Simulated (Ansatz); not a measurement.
## Pressure series in Co

The reference is Co in the hcp (Mg type) structure (space group P6_3/mmc, No. 194; a = 2.494 Å, c = 4.032 Å; ferromagnetic).

Cell and atoms are relaxed at each pressure.

Method: plane-wave PAW DFT at the PBE level (Ansatz, a first-principles code, 420 eV), spin-orbit coupling left out, earlier PAW set.

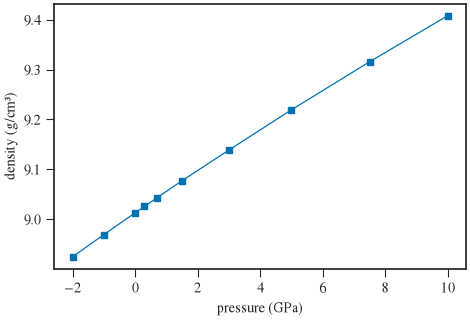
Figure: Density against pressure

Task: From the plot, what is the density for pressure 3 GPa?

Result: About 9.14 g/cm³.

Task: Is the trend monotonic over the range shown?

Result: Yes, it rises throughout, spanning 8.92 g/cm³ to 9.41 g/cm³.

The magnetic state is the one reached from the starting moments; the real material's order can differ, and small cells can't hold many antiferromagnetic ones. Load acts through the strain it causes; cell and atoms are relaxed under it. Stability against distortions was not tested. No other phases were tried under pressure.
